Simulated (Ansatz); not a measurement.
# Calculations on CH5Si

### Relaxation

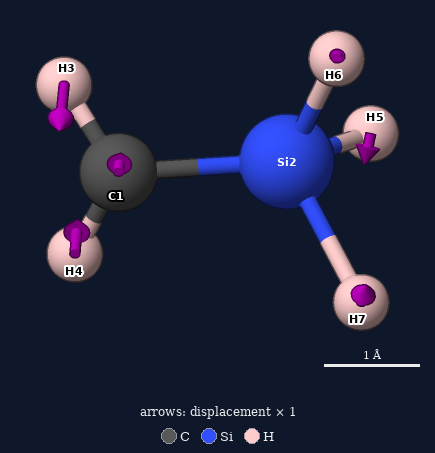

This is a constrained relaxation of CH$_{5}$Si (charge −1). The starting structure is drawn; purple arrows show the displacements, at their true length. The two geometries are superimposed by the best rigid fit.

The picture is a ball-and-stick view, seen face on.

Computed with RKS PBE0-D4/def2-TZVPD in Ansatz.

Input
```yaml
crystal:
  periodic: [false, false, false]
  atoms:
    - {symbol: C, position_ang: [-0.116746, -1.104448, 0.364673]}
    - {symbol: Si, position_ang: [0.102953, 0.597789, -0.092840]}
    - {symbol: H, position_ang: [-1.137022, -1.466129, 0.515091]}
    - {symbol: H, position_ang: [0.521914, -1.849822, -0.115882]}
    - {symbol: H, position_ang: [-0.272515, 1.221967, -1.459565]}
    - {symbol: H, position_ang: [-0.648449, 1.554552, 0.812328]}
    - {symbol: H, position_ang: [1.784275, 1.118715, -0.012623]}
basis:
  gaussian: {orbitals: def2-TZVPD}
total_charge: -1
hamiltonian: {xc: pbe0, dispersion: d4}
relax: {f_tol: 0.005, max_steps: 200, constraints: [{distance: [1, 6]}]}
```

> Atoms of which element are displaced furthest, and by how much?

Hydrogen: up to 0.86 Å, against 0.37 Å for carbon.

> What happened in the run?

The energy falls by 2.78 kcal/mol in 9 accepted moves (10 points after the start). The largest force component goes from 0.18 to 0.0036 eV/Å. The line search rejected the trial step at point 7 of the run. H3 moves most after the best rigid fit: 0.86 Å. By element the largest moves are H 0.86 Å, C 0.37 Å, Si 0.02 Å. Among the contacts that change: Si2–H5 1.549 → 1.510 Å, C1–Si2 1.776 → 1.767 Å, Si2–H6 1.516 → 1.510 Å. Bond angles that change, for instance: C1–Si2–H7 112.9° → 126.0°, C1–Si2–H5 125.7° → 113.6°, H6–Si2–H7 105.0° → 97.4°.

### Relaxation

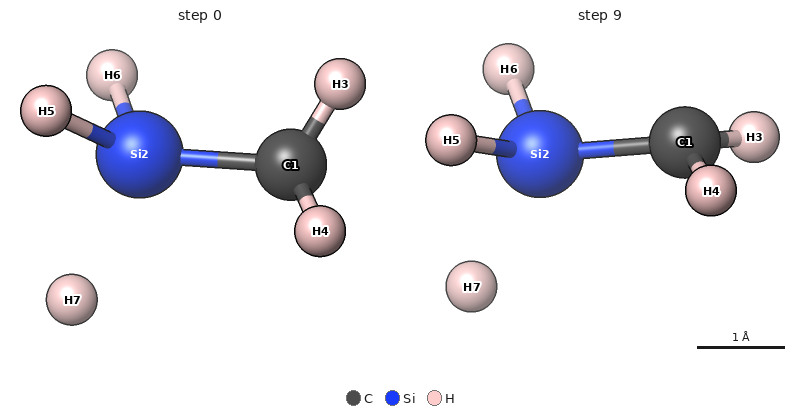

The structure of CH₅Si (charge −1) before (left) and after (right) a constrained relaxation, at one scale.

The picture is a ball-and-stick view, seen from a free direction.

These are results of RKS PBE0-D4/def2-TZVPD (Ansatz), not measurements.

The input:
```yaml
crystal:
  periodic: [false, false, false]
  atoms:
    - {symbol: C, position_ang: [-0.116746, -1.104448, 0.364673]}
    - {symbol: Si, position_ang: [0.102953, 0.597789, -0.092840]}
    - {symbol: H, position_ang: [-1.137022, -1.466129, 0.515091]}
    - {symbol: H, position_ang: [0.521914, -1.849822, -0.115882]}
    - {symbol: H, position_ang: [-0.272515, 1.221967, -1.459565]}
    - {symbol: H, position_ang: [-0.648449, 1.554552, 0.812328]}
    - {symbol: H, position_ang: [1.916911, 1.159810, -0.006295]}
basis:
  gaussian: {orbitals: def2-TZVPD}
total_charge: -1
hamiltonian: {xc: pbe0, dispersion: d4}
relax: {f_tol: 0.005, max_steps: 200, constraints: [{distance: [1, 6]}]}
```

What changed between the two?

The atom that moves furthest after the best rigid fit is H3 (0.87 Å). Largest moves by element: H 0.87 Å, C 0.36 Å, Si 0.02 Å. Among the contacts that change: Si2–H5 1.549 → 1.505 Å, C1–Si2 1.776 → 1.762 Å, Si2–H6 1.516 → 1.505 Å. Among the angles between lasting bonds that change: C1–Si2–H5 125.7° → 114.0°, H5–Si2–H6 98.8° → 106.9°. Over 8 accepted moves (9 points after the start) the energy falls by 4.87 kcal/mol. The largest force component goes from 0.29 to 0.0021 eV/Å. The line search rejected the trial step at point 7 of the run. The run took about 30 core-seconds on a shared host.

### Scan

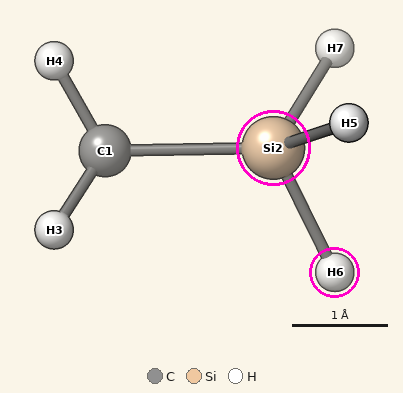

Energy scan for CH5Si (charge −1), in which the Si2–H6 distance is varied, with the rest of the molecule carried along rigidly. The picture shows the minimum geometry. The ringed atoms are those of the scanned coordinate. A ball-and-stick model, seen at a tilt.

Computed with Ansatz: B3LYP-D4, PBE0-D4, PBE-D4, wB97M-V, CCSD(T), r2SCAN-D4, basis def2-TZVPPD, on geometries moved rigidly from the minimum at PBE0-D4/def2-TZVPD. Coupled cluster with a frozen core. Energies are counted from the PBE0-D4/def2-TZVPD minimum geometry at the same level.

Input file:
```yaml
crystal:
  periodic: [false, false, false]
  atoms:
    - {symbol: C, position_ang: [-0.116746, -1.104448, 0.364673]}
    - {symbol: Si, position_ang: [0.102953, 0.597789, -0.092840]}
    - {symbol: H, position_ang: [-1.137022, -1.466129, 0.515091]}
    - {symbol: H, position_ang: [0.521914, -1.849822, -0.115882]}
    - {symbol: H, position_ang: [-0.272515, 1.221967, -1.459565]}
    - {symbol: H, position_ang: [-0.648449, 1.554552, 0.812328]}
    - {symbol: H, position_ang: [1.549876, 1.046091, -0.023806]}
basis:
  gaussian: {orbitals: "def2-TZVPPD.json"}
total_charge: -1
hamiltonian: {xc: {name: B3LYP}, dispersion: d4}
```

Q: Give the energy at each point (the distance: 1.304, 1.349, 1.414, 1.490, 1.516, 1.575, 1.666, 1.763, 1.865, 1.971 Å).

A: Energies in kJ/mol.

```tsv
distance (Å)	B3LYP-D4	PBE0-D4	PBE-D4	wB97M-V	CCSD(T)	r2SCAN-D4
1.304	43.2	45.4	47.9	42.4	44.0	44.8
1.349	24.5	26.1	28.2	23.8	25.0	25.7
1.414	7.9	8.7	10.1	7.4	8.0	8.5
1.490	0.3	0.5	0.9	0.2	0.3	0.5
1.516	0.0	0.0	0.0	0.0	0.0	0.0
1.575	2.6	2.3	1.4	3.0	2.7	2.4
1.666	13.4	12.9	10.4	14.7	14.1	13.0
1.763	29.8	30.0	25.6	33.3	32.5	30.4
1.865	49.5	51.4	44.6	56.9	55.7	52.3
1.971	74.0	76.8	67.7	83.3	81.8	77.4
```

With B3LYP-D4: the lowest computed point lies at the distance 1.516 Å (0.0 kJ/mol). The curvature at the lowest point is about 15 eV/Å² (2.4 mdyn/Å). The well is steeper on the short side, as for any bond. At 1.971 Å the levels give PBE-D4 67.7 kJ/mol, B3LYP-D4 74.0 kJ/mol, PBE0-D4 76.8 kJ/mol, r2SCAN-D4 77.4 kJ/mol, CCSD(T) 81.8 kJ/mol, wB97M-V 83.3 kJ/mol. Closest to CCSD(T) there is wB97M-V.

### Scan

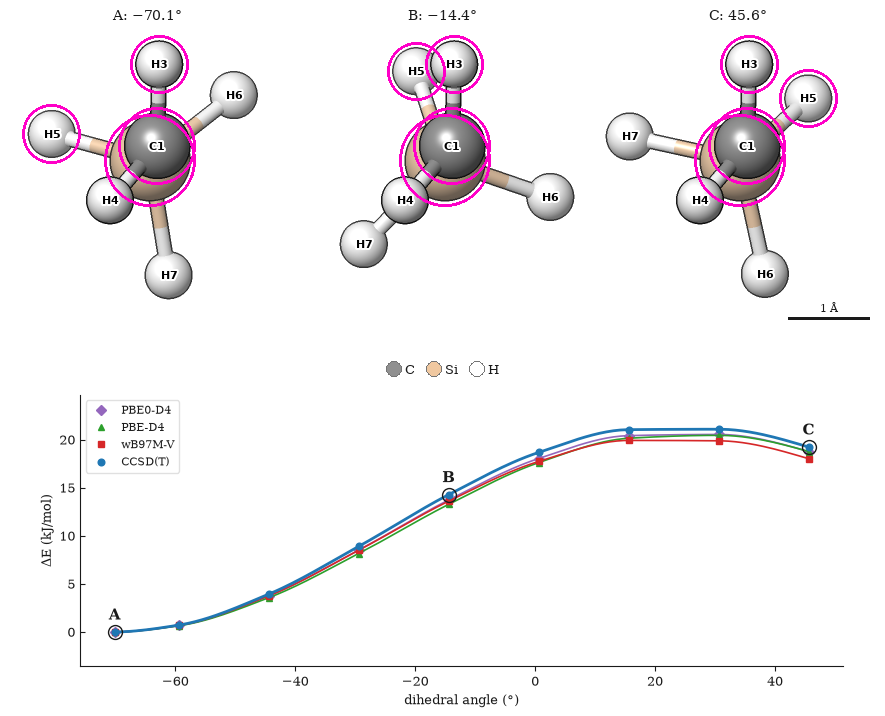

A scan of CH5Si (charge −1): one H–C–Si–H dihedral angle is varied, with the rest of the molecule carried along rigidly. The lettered frames are marked on the plot, at the values of CCSD(T). Style: ball-and-stick. Shown almost along the central bond, with a slight tilt. The ringed atoms are those of the scanned coordinate.

Computed with Ansatz: CCSD(T), wB97M-V, PBE-D4, PBE0-D4, basis def2-TZVPPD, on geometries moved rigidly from the minimum at PBE0-D4/def2-TZVPD. Coupled cluster with a frozen core. Energies are counted from the PBE0-D4/def2-TZVPD minimum geometry at the same level.

Describe the profile.

Answer. With CCSD(T): of the computed points the lowest is at the dihedral −70.1°, 0.0 kJ/mol. A local maximum lies at 30.6° (21.1 kJ/mol). The highest point, at 30.6°, lies 21.1 kJ/mol above the lowest and gives an upper estimate of the barrier to rotation, since the rotor is rigid. At 30.6° the levels give wB97M-V 19.9 kJ/mol, PBE-D4 20.5 kJ/mol, PBE0-D4 20.5 kJ/mol, CCSD(T) 21.1 kJ/mol. Closest to CCSD(T) there is PBE0-D4.

The computed points:

Energies in kJ/mol.

| dihedral angle (°) | CCSD(T) | wB97M-V | PBE-D4 | PBE0-D4 |
| --- | --- | --- | --- | --- |
| −70.1 | 0.0 | 0.0 | 0.0 | 0.0 |
| −59.4 | 0.7 | 0.7 | 0.6 | 0.7 |
| −44.4 | 3.9 | 3.8 | 3.6 | 3.7 |
| −29.4 | 8.9 | 8.5 | 8.2 | 8.5 |
| −14.4 | 14.3 | 13.6 | 13.3 | 13.7 |
| 0.6 | 18.7 | 17.7 | 17.6 | 18.0 |
| 15.6 | 21.0 | 19.9 | 20.2 | 20.4 |
| 30.6 | 21.1 | 19.9 | 20.5 | 20.5 |
| 45.6 | 19.2 | 18.0 | 18.8 | 18.8 |
